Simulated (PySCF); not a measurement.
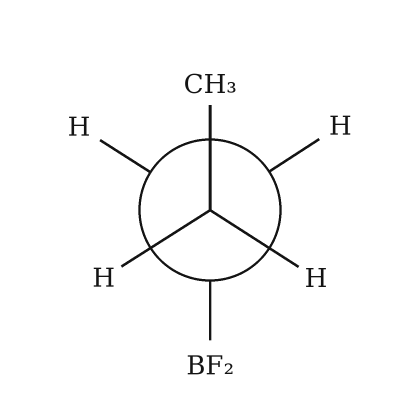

A Newman projection along the C–C bond, carbon in front; angles are drawn as computed, but eclipsed bonds slightly apart. The geometry was computed by an optimisation with PBE0-D3(BJ)/def2-SVP. No frequency run is at hand to confirm it as a minimum.

Which molecule is it?

C3H7BF2, CCCB(F)F

What is the torsion angle from the front CH3 to the back BF2? The sign is positive where the front bond must turn clockwise to cover the back bond.

180°, antiperiplanar (anti). The conformation about this bond is staggered.
